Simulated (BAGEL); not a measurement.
# A workflow on C3H9ClSi (chlorotrimethylsilane)

We compute a series of 15 runs (PBE0/cc-pVDZ, RI-MP2/cc-pVDZ) of C3H9ClSi. 

Program for the calculation: BAGEL 1.2.2.

## Step 1: Starting point

The species is C3H9ClSi (14 atoms), meant as a singlet with charge 0. As SMILES, `C[Si](C)(C)Cl`. One bond was lengthened or shortened from a relaxed shape.

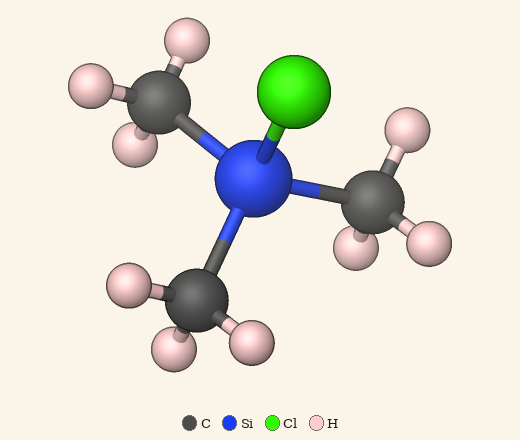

Viewed from a chosen angle; carbon dark grey, silicon blue, chlorine green, hydrogen pink.

## Step 2: A single-point energy at PBE0/cc-pVDZ (density fitting with svp-jkfit) (run 1)

Contents of input.json:

```json
{ "bagel" : [

{
  "title" : "molecule",
  "basis" : "cc-pvdz.json",
  "df_basis" : "svp-jkfit",
  "angstrom" : "true",
  "geometry" : [
    { "atom" : "C", "xyz" : [   -1.523097,    0.543058,    0.176394 ] },
    { "atom" : "Si", "xyz" : [    0.265163,    0.292138,   -0.278736 ] },
    { "atom" : "C", "xyz" : [    1.363613,    0.320218,    1.224784 ] },
    { "atom" : "C", "xyz" : [    0.505883,   -1.264502,   -1.272146 ] },
    { "atom" : "Cl", "xyz" : [    0.826873,    1.889838,   -1.485696 ] },
    { "atom" : "H", "xyz" : [   -1.659737,    1.481138,    0.718874 ] },
    { "atom" : "H", "xyz" : [   -1.873067,   -0.274002,    0.814214 ] },
    { "atom" : "H", "xyz" : [   -2.152437,    0.572228,   -0.715816 ] },
    { "atom" : "H", "xyz" : [    1.249253,    1.257308,    1.774084 ] },
    { "atom" : "H", "xyz" : [    2.413833,    0.218208,    0.942674 ] },
    { "atom" : "H", "xyz" : [    1.109793,   -0.503422,    1.898634 ] },
    { "atom" : "H", "xyz" : [    0.224593,   -2.141602,   -0.681846 ] },
    { "atom" : "H", "xyz" : [    1.393020,   -1.360400,   -1.528500 ] },
    { "atom" : "H", "xyz" : [   -0.108617,   -1.250192,   -2.175006 ] }
  ]
},
{
  "title" : "ks",
  "xc_func" : "pbe0"
},
{
  "title" : "print",
  "file" : "orbitals.molden",
  "orbitals" : "true"
}

]}
```

The basis set cc-pVDZ is read from a file made from the Basis Set Exchange's data (not shown).

Launch:

```sh
BAGEL_NUM_THREADS=1 BAGEL input.json > input.out
```

The log of the run:

```text
* using 1 threads per process

  ===============================================================
  ===============================================================

  *** Geometry ***

  { "atom" : "C", "xyz" : [     -2.878236,      1.026231,      0.333336 ] },
  { "atom" : "Si", "xyz" : [      0.501085,      0.552061,     -0.526735 ] },
  { "atom" : "C", "xyz" : [      2.576855,      0.605124,      2.314506 ] },
[... 10 lines of this table left out ...]
  { "atom" : "H", "xyz" : [     -0.205256,     -2.362520,     -4.110166 ] },

  Number of auxiliary basis functions:      643

  Since a DF basis is specified, we compute 2- and 3-index integrals:
    o Being stored without compression. Storage requirement is 0.078 GB

  Number of basis functions:      123
  Number of electrons      :       58

    * METHOD: MOLECULE                             0.58

  *** Kohn-Sham DFT ***

    * Removing 29406 points whose weight is below 1.00e-10
    * Grid points: 179278

  === Nuclear Repulsion ===
   300.9196066702

       - DIIS with orbital gradients will be used.

  === KS iteration (pbe0 / cc-pvdz.json) ===
      0       -801.55554006          0.09693654           1.01
      1       -653.47157154          0.17687204           1.03
      2       -763.72768974          0.07932734           1.05
[... 19 lines of this table left out ...]
     22       -869.07377438          0.00000001           1.01
    * SCF iteration converged.

    * Permanent dipole moment:
           (    0.240093,     0.726286,    -0.539719) a.u.

    * METHOD: KS                                  25.88

    * METHOD: PRINT                                0.04

  ===============================================================
```

Wall time 27 s (1 thread of Arm Neoverse V1, shared host); peak memory 0.98 GiB.

## Step 3: Bond 13-4 at 1.092 A: the energy at RI-MP2/cc-pVDZ (density fitting with svp-jkfit) (run 2)

Contents of calc.json:

```json
{ "bagel" : [

{
  "title" : "molecule",
  "basis" : "cc-pvdz.json",
  "df_basis" : "svp-jkfit",
  "angstrom" : true,
  "geometry" : [
    { "atom" : "C", "xyz" : [      -1.679617,       0.559978,       0.221623 ] },
    { "atom" : "Si", "xyz" : [       0.108643,       0.309058,      -0.233507 ] },
    { "atom" : "C", "xyz" : [       1.207093,       0.337138,       1.270013 ] },
    { "atom" : "C", "xyz" : [       0.349363,      -1.247582,      -1.226917 ] },
    { "atom" : "Cl", "xyz" : [       0.670353,       1.906758,      -1.440467 ] },
    { "atom" : "H", "xyz" : [      -1.816257,       1.498058,       0.764103 ] },
    { "atom" : "H", "xyz" : [      -2.029587,      -0.257082,       0.859443 ] },
    { "atom" : "H", "xyz" : [      -2.308957,       0.589148,      -0.670587 ] },
    { "atom" : "H", "xyz" : [       1.092733,       1.274228,       1.819313 ] },
    { "atom" : "H", "xyz" : [       2.257313,       0.235128,       0.987903 ] },
    { "atom" : "H", "xyz" : [       0.953273,      -0.486502,       1.943863 ] },
    { "atom" : "H", "xyz" : [       0.068073,      -2.124682,      -0.636617 ] },
    { "atom" : "H", "xyz" : [       1.393020,      -1.360400,      -1.528500 ] },
    { "atom" : "H", "xyz" : [      -0.265137,      -1.233272,      -2.129777 ] }
  ]
},

{
  "title" : "hf"
},

{
  "title" : "mp2",
  "ncore" : 13
}

]}
```

The basis set cc-pVDZ is read from a file made from the Basis Set Exchange's data (not shown).

Launch:

```sh
BAGEL_NUM_THREADS=1 BAGEL calc.json > calc.out
```

The log of the run:

```text
* using 1 threads per process

  ===============================================================
  ===============================================================

  *** Geometry ***

  { "atom" : "C", "xyz" : [     -3.174016,      1.058205,      0.418807 ] },
  { "atom" : "Si", "xyz" : [      0.205306,      0.584035,     -0.441264 ] },
  { "atom" : "C", "xyz" : [      2.281075,      0.637098,      2.399977 ] },
[... 10 lines of this table left out ...]
  { "atom" : "H", "xyz" : [     -0.501036,     -2.330546,     -4.024695 ] },

[... 23 lines left out ...]
    * SCF iteration converged.
[... 1 line left out ...]
    * Permanent dipole moment:
[... 2 lines left out ...]
    * METHOD: HF                                   2.99

  *** RHF ***

  === Nuclear Repulsion ===
   300.1142858216

      * DIIS with orbital gradients will be used.

  === RHF iteration (cc-pvdz.json) ===
      0       -867.37593476          0.00000000           0.20
    * SCF iteration converged.

    * Permanent dipole moment:
           (    0.266032,     0.756695,    -0.571618) a.u.

  === DF-MP2 calculation ===

    * freezing 13 orbitals
    * 3-index integral transformation done
    * assembly done

      MP2 correlation energy:   -0.6710037958      0.15

      MP2 total energy:       -868.0469385573

    * METHOD: MP2                                  0.61

  ===============================================================
```

Run time: 4.5 s. Hardware: 1 thread of Arm Neoverse V1, shared host; peak memory 0.24 GiB.

Runs 3 to 5 aren't shown in full; the table further down has their settings and results.

## Step 4: Bond 13-4 at 1.475 A: a single-point energy at RI-MP2/cc-pVDZ (density fitting with svp-jkfit) (run 6)

Contents of mp2.json:

```json
{ "bagel" : [

{
  "title" : "molecule",
  "basis" : "cc-pvdz.json",
  "df_basis" : "svp-jkfit",
  "angstrom" : true,
  "geometry" : [
    { "atom" : "C", "xyz" : [   -2.044926,    0.599467,    0.327186 ] },
    { "atom" : "Si", "xyz" : [   -0.256666,    0.348547,   -0.127944 ] },
    { "atom" : "C", "xyz" : [    0.841784,    0.376627,    1.375576 ] },
    { "atom" : "C", "xyz" : [   -0.015946,   -1.208093,   -1.121354 ] },
    { "atom" : "Cl", "xyz" : [    0.305044,    1.946247,   -1.334904 ] },
    { "atom" : "H", "xyz" : [   -2.181566,    1.537547,    0.869666 ] },
    { "atom" : "H", "xyz" : [   -2.394896,   -0.217593,    0.965006 ] },
    { "atom" : "H", "xyz" : [   -2.674266,    0.628637,   -0.565024 ] },
    { "atom" : "H", "xyz" : [    0.727424,    1.313717,    1.924876 ] },
    { "atom" : "H", "xyz" : [    1.892004,    0.274617,    1.093466 ] },
    { "atom" : "H", "xyz" : [    0.587964,   -0.447013,    2.049426 ] },
    { "atom" : "H", "xyz" : [   -0.297236,   -2.085193,   -0.531054 ] },
    { "atom" : "H", "xyz" : [    1.393020,   -1.360400,   -1.528500 ] },
    { "atom" : "H", "xyz" : [   -0.630446,   -1.193783,   -2.024214 ] }
  ]
},
{ "title" : "hf" },
{ "title" : "mp2", "ncore" : 13 }

]}
```

The basis set cc-pVDZ is read from a file made from the Basis Set Exchange's data (not shown).

Launch:

```sh
BAGEL_NUM_THREADS=1 BAGEL mp2.json > mp2.out
```

The log of the run:

```text
* using 1 threads per process

  ===============================================================
  ===============================================================

  *** Geometry ***

  { "atom" : "C", "xyz" : [     -3.864350,      1.132828,      0.618292 ] },
  { "atom" : "Si", "xyz" : [     -0.485028,      0.658658,     -0.241779 ] },
  { "atom" : "C", "xyz" : [      1.590741,      0.711722,      2.599462 ] },
[... 10 lines of this table left out ...]
  { "atom" : "H", "xyz" : [     -1.191370,     -2.255923,     -3.825210 ] },

[... 23 lines left out ...]
    * SCF iteration converged.
[... 1 line left out ...]
    * Permanent dipole moment:
[... 2 lines left out ...]
    * METHOD: HF                                   3.10

  *** RHF ***

  === Nuclear Repulsion ===
   298.7087931658

      * DIIS with orbital gradients will be used.

  === RHF iteration (cc-pvdz.json) ===
      0       -867.32506931          0.00000000           0.20
    * SCF iteration converged.

    * Permanent dipole moment:
           (    0.408217,     0.716025,    -0.623717) a.u.

  === DF-MP2 calculation ===

    * freezing 13 orbitals
    * 3-index integral transformation done
    * assembly done

      MP2 correlation energy:   -0.6754434674      0.15

      MP2 total energy:       -868.0005127780

    * METHOD: MP2                                  0.59

  ===============================================================
```

Run time: 4.5 s. Hardware: 1 thread of Arm Neoverse V1, shared host; peak memory 0.24 GiB.

Runs 7 to 14 aren't shown in full; the table further down has their settings and results.

## Step 5: Bond 13-4 at 3.058 A: a single-point energy at PBE0/cc-pVDZ (density fitting with svp-jkfit) (run 15)

Contents of input.json:

```json
{ "bagel": [

{
  "title": "molecule",
  "basis": "cc-pvdz.json",
  "df_basis": "svp-jkfit",
  "angstrom": true,
  "geometry": [
    { "atom": "C", "xyz": [      -3.558239,       0.763053,       0.764485 ] },
    { "atom": "Si", "xyz": [      -1.769979,       0.512133,       0.309355 ] },
    { "atom": "C", "xyz": [      -0.671529,       0.540213,       1.812875 ] },
    { "atom": "C", "xyz": [      -1.529259,      -1.044507,      -0.684055 ] },
    { "atom": "Cl", "xyz": [      -1.208269,       2.109833,      -0.897605 ] },
    { "atom": "H", "xyz": [      -3.694879,       1.701133,       1.306965 ] },
    { "atom": "H", "xyz": [      -3.908209,      -0.054007,       1.402305 ] },
    { "atom": "H", "xyz": [      -4.187579,       0.792223,      -0.127725 ] },
    { "atom": "H", "xyz": [      -0.785889,       1.477303,       2.362175 ] },
    { "atom": "H", "xyz": [       0.378691,       0.438203,       1.530765 ] },
    { "atom": "H", "xyz": [      -0.925349,      -0.283427,       2.486725 ] },
    { "atom": "H", "xyz": [      -1.810549,      -1.921607,      -0.093755 ] },
    { "atom": "H", "xyz": [       1.393020,      -1.360400,      -1.528500 ] },
    { "atom": "H", "xyz": [      -2.143759,      -1.030197,      -1.586915 ] }
  ]
},

{ "title": "ks", "xc_func": "pbe0" },

{ "title": "print", "file": "orbitals.molden", "orbitals": true }

]}
```

The basis set cc-pVDZ is read from a file made from the Basis Set Exchange's data (not shown).

Launch:

```sh
BAGEL_NUM_THREADS=1 BAGEL input.json > input.out
```

The log of the run:

```text
* using 1 threads per process

  ===============================================================
  ===============================================================

  *** Geometry ***

  { "atom" : "C", "xyz" : [     -6.724097,      1.441961,      1.444667 ] },
  { "atom" : "Si", "xyz" : [     -3.344776,      0.967791,      0.584596 ] },
  { "atom" : "C", "xyz" : [     -1.269006,      1.020855,      3.425837 ] },
[... 10 lines of this table left out ...]
  { "atom" : "H", "xyz" : [     -4.051117,     -1.946790,     -2.998835 ] },

  Number of auxiliary basis functions:      643

  Since a DF basis is specified, we compute 2- and 3-index integrals:
    o Being stored without compression. Storage requirement is 0.078 GB

  Number of basis functions:      123
  Number of electrons      :       58

    * METHOD: MOLECULE                             0.58

  *** Kohn-Sham DFT ***

    * Removing 27776 points whose weight is below 1.00e-10
    * Grid points: 180908

  === Nuclear Repulsion ===
   295.4395021894

       - DIIS with orbital gradients will be used.

  === KS iteration (pbe0 / cc-pvdz.json) ===
      0       -801.45128537          0.09367898           1.10
      1       -655.76795341          0.17366712           1.08
      2       -766.55845970          0.08156804           1.10
[... 25 lines of this table left out ...]
     28       -868.86986909          0.00000000           1.09
    * SCF iteration converged.

    * Permanent dipole moment:
           (    1.033335,     0.480988,    -0.846320) a.u.

    * METHOD: KS                                  33.78

    * METHOD: PRINT                                0.04

  ===============================================================
```

Run time: 35 s. Hardware: 1 thread of Arm Neoverse V1, shared host; peak memory 0.98 GiB.

## Step 6: The series

| run | level | frozen core orbitals | partner | energy (Eh) | dipole moment (D) | HOMO energy (eV) | LUMO energy (eV) | wall time |
| --- | --- | --- | --- | --- | --- | --- | --- | --- |
| 1 | PBE0/cc-pVDZ (density fitting with svp-jkfit) | – | bond 13-4 at 0.928 A | -869.073774 | 2.38 | -8.20 | 1.62 | 27 s |
| 2 | RI-MP2/cc-pVDZ (density fitting with svp-jkfit) | 13 | bond 13-4 at 1.092 A | -868.046939 | – | – | – | 4.5 s |
| 3 | PBE0/cc-pVDZ (density fitting with svp-jkfit) | – | bond 13-4 at 1.092 A | -869.099896 | 2.39 | -8.20 | 1.57 | 23 s |
| 4 | RI-MP2/cc-pVDZ (density fitting with svp-jkfit) | 13 | bond 13-4 at 1.256 A | -868.035787 | – | – | – | 4.2 s |
| 5 | PBE0/cc-pVDZ (density fitting with svp-jkfit) | – | bond 13-4 at 1.256 A | -869.088713 | 2.40 | -8.20 | 1.36 | 26 s |
| 6 | RI-MP2/cc-pVDZ (density fitting with svp-jkfit) | 13 | bond 13-4 at 1.475 A | -868.000513 | – | – | – | 4.5 s |
| 7 | PBE0/cc-pVDZ (density fitting with svp-jkfit) | – | bond 13-4 at 1.475 A | -869.054227 | 2.46 | -8.21 | 0.49 | 26 s |
| 8 | RI-MP2/cc-pVDZ (density fitting with svp-jkfit) | 13 | bond 13-4 at 1.748 A | -867.951559 | – | – | – | 4.5 s |
| 9 | PBE0/cc-pVDZ (density fitting with svp-jkfit) | – | bond 13-4 at 1.748 A | -869.006550 | 2.58 | -8.20 | -0.99 | 28 s |
| 10 | RI-MP2/cc-pVDZ (density fitting with svp-jkfit) | 13 | bond 13-4 at 2.075 A | -867.901214 | – | – | – | 4.8 s |
| 11 | PBE0/cc-pVDZ (density fitting with svp-jkfit) | – | bond 13-4 at 2.075 A | -868.957135 | 2.80 | -7.85 | -2.38 | 29 s |
| 12 | RI-MP2/cc-pVDZ (density fitting with svp-jkfit) | 13 | bond 13-4 at 2.512 A | -867.853584 | – | – | – | 5.4 s |
| 13 | PBE0/cc-pVDZ (density fitting with svp-jkfit) | – | bond 13-4 at 2.512 A | -868.908493 | 3.17 | -7.22 | -3.57 | 30 s |
| 14 | RI-MP2/cc-pVDZ (density fitting with svp-jkfit) | 13 | bond 13-4 at 3.058 A | -867.821910 | – | – | – | 5.4 s |
| 15 | PBE0/cc-pVDZ (density fitting with svp-jkfit) | – | bond 13-4 at 3.058 A | -868.869869 | 3.61 | -6.69 | -4.37 | 35 s |

## Step 7: Outcome

| quantity | value |
| --- | --- |
| bond 13-4 at 3.058 A, run 15: total energy | -868.86987 Eh |
| bond 13-4 at 3.058 A, run 15: dipole moment | 3.61 D |
| bond 13-4 at 3.058 A, run 15: HOMO energy | -6.69 eV |
| bond 13-4 at 3.058 A, run 15: LUMO energy | -4.37 eV |
| bond 13-4 at 3.058 A, run 15: HOMO–LUMO gap | 2.32 eV |

In words: In runs 10, 11, 12, 13, 14, 15 a closed-shell determinant meets a far-stretched bond, which it describes badly. All runs together took 4.3 min, the longest 35 s.
